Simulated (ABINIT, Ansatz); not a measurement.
# SiC (F-43m): one start, several treatments of the self-energy

Wanted: the gap of SiC (F-43m) under several approximations, with cost.

Method: PBE and many-body steps on it, plane waves, in ABINIT 10.8.3.

**What was measured.**

- Gap 2.39 eV: band gap at cryogenic temperature; bulk crystal (literature value) (quoted in “Silicon carbide diodes for neutron detection”, 2020, arxiv:2009.14696).

- Gap 2.4 eV: Tauc optical (indirect) gap of annealed polycrystalline 3C-SiC; UV-VIS spectroscopic ellipsometry, Tauc analysis; film (CVD ultrathin polycrystalline film, annealed, about 5 nm grains) (“On-Demand CMOS-Compatible Fabrication of Ultrathin Self-Aligned SiC Nanowire Arrays”, 2018, pmc:6267454).

### 1. Starting point

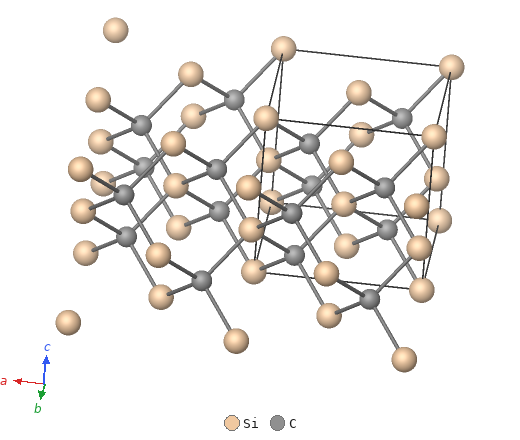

The cell as given, from a free direction (silicon light orange, carbon grey). 2×2×1 cells are drawn. This picture shows the conventional cell, with its axes. Bonds to atoms that aren't drawn are left out. Some periodic images of atoms are drawn too.

The cell and positions come from the Crystallography Open Database and are kept as given unless a step says otherwise.

### 2. Empty states on the mesh, 8×8×8 mesh, 387 bands

This step: ABINIT 10.8.3; DFT, PBE, plane waves, norm-conserving pseudopotentials.

The sums over transitions need many empty states on a uniform mesh; this step solves for them.

File run.abi:

```
acell 3*1.0 Angstrom
rprim 
  -0.000000000000 2.179000000000 2.179000000000
  2.179000000000 0.000000000000 2.179000000000
  2.179000000000 2.179000000000 -0.000000000000
ntypat 2
znucl 14 6
natom 2
typat 1 2
xred 
  0.000000000000 0.000000000000 0.000000000000
  0.250000000000 0.250000000000 0.250000000000
pp_dirpath "pseudos"
pseudos "Si.upf, C.upf"
ecut 37
ngkpt 8 8 8
nshiftk 1
shiftk 0 0 0
kptopt 1
chksymbreak 0
irdden 1
istwfk *1
nband 387
prtvol 0
optdriver 6
gwr_task "HDIAGO"
paral_kgb 0
occopt 1
indata_prefix "in"
outdata_prefix "out"
tmpdata_prefix "tmp"
```

Launch:

```console
$ OMP_NUM_THREADS=1 mpirun -n 8 abinit run.abi > log
```

Log:

```text
.Version 10.8.3 of ABINIT. v10.8.2 released Aug 2026.

 Symmetries : space group F-4 3 m (#216); Bravais cF (face-center cubic)
[... echo of the input left out ...]
== DATASET  1 ==================================================================
-   mpi_nproc: 8, omp_nthreads: 1 (-1 if OMP is not activated)

--- !DatasetInfo
iteration_state: {dtset: 1, }
dimensions: {natom: 2, nkpt: 29, mband: 387, nsppol: 1, nspinor: 1, nspden: 1, mpw: 1524, }
cutoff_energies: {ecut:  37.0, pawecutdg:  -1.0, }
[...]
Indirect band gap semiconductor
 Fundamental gap:     1.361 (eV)
   VBM:     6.835 (eV) at k: [ 0.0000E+00,  0.0000E+00,  0.0000E+00]
   CBM:     8.196 (eV) at k: [ 5.0000E-01,  5.0000E-01,  0.0000E+00]
 Direct gap:         4.553 (eV) at k: [ 5.0000E-01,  5.0000E-01,  0.0000E+00]

== END DATASET(S) ==============================================================
================================================================================

 -outvars: echo values of variables after computation  --------
           etotal      0.0000000000E+00
            nband         387
             nkpt          29
          spgroup         216
 [... the other variables as echoed above ...]

 Calculation completed.
```

It took 13 s on 8 MPI ranks of Intel Xeon at 2.80GHz (Skylake/Cascade Lake), shared host; peak memory 1.4 GiB.

This step gave:

```
gap                                                           : 1.361 eV
k of the valence top                                          : 0, 0, 0
k of the conduction bottom                                    : 0.5, 0.5, 0
least direct gap                                              : 4.553 eV
k points computed                                             : 29
lowest point of the top converged band, above the valence top : 377.4434 eV
```

On this mesh the gap is 1.361 eV.

The density comes from a self-consistent run that is not shown.

### 3. Screening, 8×8×8 mesh, 157 bands, screening to 283 eV

The RPA dielectric matrix is built and inverted for each q.

This step: RPA screening on PBE, plane waves, norm-conserving pseudopotentials.

Edit run.abi of step 2 so:

```diff
@@ -20,10 +20,11 @@
 chksymbreak 0
-irdden 1
 istwfk *1
-nband 387
-prtvol 0
-optdriver 6
-gwr_task "HDIAGO"
-paral_kgb 0
 occopt 1
+irdwfk 1
+optdriver 3
+nband 157
+ecuteps 10.4
+inclvkb 2
+awtr 1
+symchi 1
 indata_prefix "in"
```

Log:

```text
.Version 10.8.3 of ABINIT. v10.8.2 released Aug 2026.

 Symmetries : space group F-4 3 m (#216); Bravais cF (face-center cubic)
[... echo of the input left out ...]
== DATASET  1 ==================================================================
-   mpi_nproc: 8, omp_nthreads: 1 (-1 if OMP is not activated)

--- !DatasetInfo
iteration_state: {dtset: 1, }
dimensions: {natom: 2, nkpt: 29, mband: 157, nsppol: 1, nspinor: 1, nspden: 1, mpw: 1524, }
cutoff_energies: {ecut:  37.0, pawecutdg:  -1.0, }
electrons: {nelect:   8.00000000E+00, charge:   0.00000000E+00, occopt:   1.00000000E+00, tsmear:   1.00000000E-02, }

 SCREENING: Calculation of the susceptibility and dielectric matrices

 Based on a program developped by R.W. Godby, V. Olevano, G. Onida, and L. Reining.
 Incorporated in ABINIT by V. Olevano, G.-M. Rignanese, and M. Torrent.
.Using double precision arithmetic ; gwpc =  8

[... cell and pseudopotentials left out ...]
--------------------------------------------------------------------------------

 ==== K-mesh for the wavefunctions ====
 Number of points in the irreducible wedge :    29
[... list of points left out ...]
 Together with 24 symmetry operations and time-reversal symmetry
 yields   512 points in the full Brillouin Zone.

 ==== Q-mesh for the screening function ====
 Number of points in the irreducible wedge :    29
[... list of points left out ...]
 Together with 24 symmetry operations and time-reversal symmetry
 yields   512 points in the full Brillouin Zone.

 setmesh: FFT mesh size selected  =    25x   25x   25
          total number of points  =        15625

 vcoul_init : cutoff-mode = AUXILIARY_FUNCTION
 q-points for optical limit:   1
     1)      0.000010    0.000020    0.000030

- screening: taking advantage of time-reversal symmetry
- Maximum band index for partially occupied states nbvw = 4
- Remaining bands to be divided among processors   nbcw = 153
- Number of bands treated by each node ~19

 Number of electrons calculated from density =    8.0000; Expected =    8.0000
 average of density, n =  0.057292
 r_s =    1.6092
 omega_plasma =   23.0888 [eV]

 calculating chi0 at frequencies [eV] :
  1    0.000000E+00    0.000000E+00
  2    0.000000E+00    2.308880E+01

--------------------------------------------------------------------------------
  q-point number  1        q = ( 0.000000, 0.000000, 0.000000) [r.l.u.]
--------------------------------------------------------------------------------
[... chi0 elements left out ...]
 For q-point:  0.000010 0.000020 0.000030
  dielectric constant =   6.6712
  dielectric constant without local fields =   7.3105

  Average fulfillment of the sum rule on Im[epsilon] for q-point    1 :     95.08  [%]
[... wings left out ...]
  q-point number  2        q = ( 0.125000, 0.000000, 0.000000) [r.l.u.]
--------------------------------------------------------------------------------
[... chi0 elements left out ...]
  Average fulfillment of the sum rule on Im[epsilon] for q-point    2 :     97.51  [%]

 [... 27 further q-points ...]
```

It took 2.9 min on 8 MPI ranks; peak memory 2.6 GiB.

Numbers from this step:

```
ε∞ with local fields, on this mesh, along the program's q direction : 6.671
the same without local fields                                       : 7.311
plasma frequency                                                    : 23.09 eV
plane waves in the screening matrix                                 : 229
```

Local fields lower ε∞ by 9 %.

### 4. G0W0, Godby-Needs plasmon pole

The self-energy is evaluated for the states that the input lists, and the levels follow from it, in one-shot runs by the linearised quasiparticle equation.

This step: G0W0 on PBE, plane waves, norm-conserving pseudopotentials.

Edit run.abi of step 3 so:

```diff
@@ -23,8 +23,17 @@
 irdwfk 1
-optdriver 3
+optdriver 4
 nband 157
+gwcalctyp 0
+ecutsigx 37
+symsigma 1
+nkptgw 2
+kptgw 
+  0.0000000000 0.0000000000 0.0000000000
+  0.5000000000 0.5000000000 0.0000000000
+bdgw 
+  2 8
+  3 6
 ecuteps 10.4
-inclvkb 2
-awtr 1
-symchi 1
+irdscr 1
+ppmodel 1
 indata_prefix "in"
```

Log:

```text
.Version 10.8.3 of ABINIT. v10.8.2 released Aug 2026.

 Symmetries : space group F-4 3 m (#216); Bravais cF (face-center cubic)
[... echo of the input left out ...]
== DATASET  1 ==================================================================
-   mpi_nproc: 8, omp_nthreads: 1 (-1 if OMP is not activated)

--- !DatasetInfo
iteration_state: {dtset: 1, }
dimensions: {natom: 2, nkpt: 29, mband: 157, nsppol: 1, nspinor: 1, nspden: 1, mpw: 1524, }
cutoff_energies: {ecut:  37.0, pawecutdg:  -1.0, }
electrons: {nelect:   8.00000000E+00, charge:   0.00000000E+00, occopt:   1.00000000E+00, tsmear:   1.00000000E-02, }

 SIGMA: Calculation of the GW corrections

 Based on a program developped by R.W. Godby, V. Olevano, G. Onida, and L. Reining.
 Incorporated in ABINIT by V. Olevano, G.-M. Rignanese, and M. Torrent.
.Using double precision arithmetic ; gwpc =  8

[... cell and pseudopotentials left out ...]
--------------------------------------------------------------------------------

 ==== K-mesh for the wavefunctions ====
 Number of points in the irreducible wedge :    29
[... list of points left out ...]
 Together with 24 symmetry operations and time-reversal symmetry
 yields   512 points in the full Brillouin Zone.

 ==== Q-mesh for screening function ====
 Number of points in the irreducible wedge :    29
[... list of points left out ...]
 Together with 24 symmetry operations and time-reversal symmetry
 yields   512 points in the full Brillouin Zone.

 vcoul_init : cutoff-mode = AUXILIARY_FUNCTION
 q-points for optical limit:   1
     1)      0.000010    0.000020    0.000030
 setmesh: FFT mesh size selected  =    32x   32x   32
          total number of points  =        32768

 Number of electrons calculated from density =    8.0000; Expected =    8.0000
 average of density, n =  0.057292
 r_s =    1.6092
 omega_plasma =   23.0888 [eV]

 === KS Band Gaps ===
  >>>> For spin  1
   Minimum direct gap =   4.5530 [eV], located at k-point      :   0.5000  0.5000  0.0000
   Fundamental gap    =   1.3613 [eV], Top of valence bands at :   0.0000  0.0000  0.0000
                                       Bottom of conduction at :   0.5000  0.5000  0.0000
 SIGMA fundamental parameters:
 PLASMON POLE MODEL  1
 number of plane-waves for SigmaX                 1459
 number of plane-waves for SigmaC and W            229
 number of plane-waves for wavefunctions          1459
 number of bands                                   157
 number of independent spin polarizations            1
 number of spinorial components                      1
 number of k-points in IBZ                          29
 number of q-points in IBZ                          29
 number of symmetry operations                      24
 number of k-points in BZ                          512
 number of q-points in BZ                          512
 number of frequencies for dSigma/dE                 9
 frequency step for dSigma/dE [eV]                0.25
 number of omega for Sigma on real axis              0
 max omega for Sigma on real axis  [eV]           0.00
 zcut for avoiding poles [eV]                     0.10

 EPSILON^-1 parameters (SCR file):
 dimension of the eps^-1 matrix on file            229
 dimension of the eps^-1 matrix used               229
 number of plane-waves for wavefunctions          1459
 number of bands                                   157
 number of q-points in IBZ                          29
 number of frequencies                               2
 number of real frequencies                          1
 number of imag frequencies                          1

 matrix elements of self-energy operator (all in [eV])

 Perturbative Calculation

--- !SelfEnergy_ee
iteration_state: {dtset: 1, }
kpoint     : [   0.000,    0.000,    0.000, ]
spin       : 1
KS_gap     :    6.223
QP_gap     :    7.140
Delta_QP_KS:    0.917
data: !SigmaeeData |
     Band     E0 <VxcDFT>   SigX SigC(E0)      Z dSigC/dE  Sig(E)    E-E0       E
        2   6.835 -14.927 -17.547   1.779   0.792  -0.263 -15.593  -0.666   6.169
        3   6.835 -14.927 -17.547   1.779   0.792  -0.263 -15.593  -0.666   6.169
        4   6.835 -14.927 -17.547   1.779   0.792  -0.263 -15.593  -0.666   6.169
        5  13.058 -13.214  -7.586  -5.311   0.790  -0.266 -12.963   0.251  13.310
        6  14.146 -11.329  -5.851  -5.150   0.806  -0.241 -11.065   0.264  14.411
        7  14.146 -11.329  -5.851  -5.150   0.806  -0.241 -11.065   0.264  14.411
        8  14.146 -11.329  -5.851  -5.150   0.806  -0.241 -11.065   0.264  14.411

--- !SelfEnergy_ee
iteration_state: {dtset: 1, }
kpoint     : [   0.500,    0.500,    0.000, ]
spin       : 1
KS_gap     :    4.553
QP_gap     :    5.610
Delta_QP_KS:    1.057
data: !SigmaeeData |
     Band     E0 <VxcDFT>   SigX SigC(E0)      Z dSigC/dE  Sig(E)    E-E0       E
        3   3.643 -13.566 -17.410   2.626   0.782  -0.279 -14.518  -0.952   2.691
        4   3.643 -13.566 -17.410   2.626   0.782  -0.279 -14.518  -0.952   2.691
        5   8.196 -10.510  -6.435  -3.946   0.820  -0.219 -10.405   0.105   8.301
        6  11.168 -10.772  -5.999  -4.441   0.822  -0.216 -10.499   0.274  11.442

== END DATASET(S) ==============================================================
================================================================================

 -outvars: echo values of variables after computation  --------
           etotal      0.0000000000E+00
            nband         157
             nkpt          29
          spgroup         216
 [... the other variables as echoed above ...]

 Calculation completed.
```

The job ended after 25 s (8 MPI ranks; peak memory 2.7 GiB).

This step gave:

- G0W0 gap on the points computed: 2.132 eV
- starting gap on the mesh: 1.361 eV
- k of the valence top: 0, 0, 0
- k of the conduction bottom: 0.5, 0.5, 0
- Z at the valence top: 0.792
- Z at the conduction bottom: 0.82
- least direct G0W0 gap on the computed points: 5.61 eV

The gap on the mesh goes from 1.36 eV to 2.13 eV, a correction of +0.77 eV.

### 5. G0W0, von der Linden-Horsch plasmon pole

Edit run.abi of step 4 so:

```diff
@@ -37,3 +37,3 @@
 irdscr 1
-ppmodel 1
+ppmodel 3
 indata_prefix "in"
```

Log:

```text
.Version 10.8.3 of ABINIT. v10.8.2 released Aug 2026.

 Symmetries : space group F-4 3 m (#216); Bravais cF (face-center cubic)
[... echo of the input left out ...]
== DATASET  1 ==================================================================
-   mpi_nproc: 8, omp_nthreads: 1 (-1 if OMP is not activated)

--- !DatasetInfo
iteration_state: {dtset: 1, }
dimensions: {natom: 2, nkpt: 29, mband: 157, nsppol: 1, nspinor: 1, nspden: 1, mpw: 1524, }
cutoff_energies: {ecut:  37.0, pawecutdg:  -1.0, }
electrons: {nelect:   8.00000000E+00, charge:   0.00000000E+00, occopt:   1.00000000E+00, tsmear:   1.00000000E-02, }

 SIGMA: Calculation of the GW corrections

 Based on a program developped by R.W. Godby, V. Olevano, G. Onida, and L. Reining.
 Incorporated in ABINIT by V. Olevano, G.-M. Rignanese, and M. Torrent.
.Using double precision arithmetic ; gwpc =  8

[... cell and pseudopotentials left out ...]
--------------------------------------------------------------------------------

 ==== K-mesh for the wavefunctions ====
 Number of points in the irreducible wedge :    29
[... list of points left out ...]
 Together with 24 symmetry operations and time-reversal symmetry
 yields   512 points in the full Brillouin Zone.

 ==== Q-mesh for screening function ====
 Number of points in the irreducible wedge :    29
[... list of points left out ...]
 Together with 24 symmetry operations and time-reversal symmetry
 yields   512 points in the full Brillouin Zone.

 vcoul_init : cutoff-mode = AUXILIARY_FUNCTION
 q-points for optical limit:   1
     1)      0.000010    0.000020    0.000030
 setmesh: FFT mesh size selected  =    32x   32x   32
          total number of points  =        32768

 Number of electrons calculated from density =    8.0000; Expected =    8.0000
[...]
number of omega for Sigma on real axis              0
 max omega for Sigma on real axis  [eV]           0.00
 zcut for avoiding poles [eV]                     0.10

 EPSILON^-1 parameters (SCR file):
 dimension of the eps^-1 matrix on file            229
 dimension of the eps^-1 matrix used               229
 number of plane-waves for wavefunctions          1459
 number of bands                                   157
 number of q-points in IBZ                          29
 number of frequencies                               2
 number of real frequencies                          1
 number of imag frequencies                          1

 matrix elements of self-energy operator (all in [eV])

 Perturbative Calculation

--- !SelfEnergy_ee
iteration_state: {dtset: 1, }
kpoint     : [   0.000,    0.000,    0.000, ]
spin       : 1
KS_gap     :    6.223
QP_gap     :    7.233
Delta_QP_KS:    1.010
data: !SigmaeeData |
     Band     E0 <VxcDFT>   SigX SigC(E0)      Z dSigC/dE  Sig(E)    E-E0       E
        2   6.835 -14.927 -17.547   1.349   0.819  -0.221 -15.968  -1.041   5.794
        3   6.835 -14.927 -17.547   1.349   0.819  -0.221 -15.968  -1.041   5.794
        4   6.835 -14.927 -17.547   1.349   0.819  -0.221 -15.968  -1.041   5.794
[...]
--- !SelfEnergy_ee
iteration_state: {dtset: 1, }
kpoint     : [   0.500,    0.500,    0.000, ]
spin       : 1
KS_gap     :    4.553
QP_gap     :    5.674
Delta_QP_KS:    1.121
data: !SigmaeeData |
     Band     E0 <VxcDFT>   SigX SigC(E0)      Z dSigC/dE  Sig(E)    E-E0       E
[...]
5   8.196 -10.510  -6.435  -4.408   0.846  -0.182 -10.793  -0.283   7.914
        6  11.168 -10.772  -5.999  -4.898   0.848  -0.179 -10.878  -0.105  11.063

== END DATASET(S) ==============================================================
================================================================================

 -outvars: echo values of variables after computation  --------
           etotal      0.0000000000E+00
            nband         157
             nkpt          29
          spgroup         216
 [... the other variables as echoed above ...]

 Calculation completed.
```

Wall time 12 s (8 MPI ranks); peak memory 2.4 GiB.

Numbers from this step:

| Item | Value |
| --- | --- |
| G0W0 gap on the points computed | 2.12 eV |
| starting gap on the mesh | 1.361 eV |
| k of the valence top | 0, 0, 0 |
| k of the conduction bottom | 0.5, 0.5, 0 |
| Z at the valence top | 0.819 |
| Z at the conduction bottom | 0.846 |
| least direct G0W0 gap on the computed points | 5.674 eV |

Against G0W0 in ABINIT (8×8×8 mesh, 157 bands, screening to 283 eV, Godby-Needs plasmon pole), the gap moves by −0.012 eV.

### 6. G0W0, Engel-Farid plasmon pole

Edit run.abi of step 5 so:

```diff
@@ -37,3 +37,3 @@
 irdscr 1
-ppmodel 3
+ppmodel 4
 indata_prefix "in"
```

Log:

```text
.Version 10.8.3 of ABINIT. v10.8.2 released Aug 2026.

 Symmetries : space group F-4 3 m (#216); Bravais cF (face-center cubic)
[... echo of the input left out ...]
== DATASET  1 ==================================================================
-   mpi_nproc: 8, omp_nthreads: 1 (-1 if OMP is not activated)

--- !DatasetInfo
iteration_state: {dtset: 1, }
dimensions: {natom: 2, nkpt: 29, mband: 157, nsppol: 1, nspinor: 1, nspden: 1, mpw: 1524, }
cutoff_energies: {ecut:  37.0, pawecutdg:  -1.0, }
[...]
Band     E0 <VxcDFT>   SigX SigC(E0)      Z dSigC/dE  Sig(E)    E-E0       E
[...]
5   8.196 -10.510  -6.435  -4.214   0.832  -0.202 -10.626  -0.116   8.080
        6  11.168 -10.772  -5.999  -4.708   0.833  -0.200 -10.717   0.055  11.224

== END DATASET(S) ==============================================================
================================================================================

 -outvars: echo values of variables after computation  --------
           etotal      0.0000000000E+00
            nband         157
             nkpt          29
          spgroup         216
 [... the other variables as echoed above ...]

 Calculation completed.
```

Wall time 12 s (8 MPI ranks); peak memory 2.4 GiB; 94 s of CPU time.

This step gave:

```yaml
g0w0_gap_on_the_points_computed: 2.292 eV
starting_gap_on_the_mesh: 1.361 eV
k_of_the_valence_top: 0, 0, 0
k_of_the_conduction_bottom: 0.5, 0.5, 0
least_direct_g0w0_gap_on_the_computed_points: 5.755 eV
```

Against G0W0 in ABINIT (8×8×8 mesh, 157 bands, screening to 283 eV, Godby-Needs plasmon pole), the gap moves by +0.160 eV.

(Continued in part 2 of 2.)

[Paths, hosts, dates, memory and timing lines, banners, echoed tables and standing remarks are left out of the program output.]

[Logs are printed without paths, hosts, clocks, repeated set-up lines and the standing remarks that a program may print on its own settings, such as how far it seeks lower states.]

[Runs of the session that timed out or met a known fault of the program may be left out.]

[Hosts, paths, dates, database ids (printed as entryN), source tags and the programs' standing remarks are cut or masked in the printed files.]

[G0W0 gaps are taken among the corrected bands and points alone; a level outside them can change the order at an edge.]

[Where Ansatz stands beside ABINIT at settings called matched, ABINIT's density can come from a denser mesh and the files from another edition; pairs whose starting gaps differed by over 0.03 eV were left out, so agreement reads better than it is.]
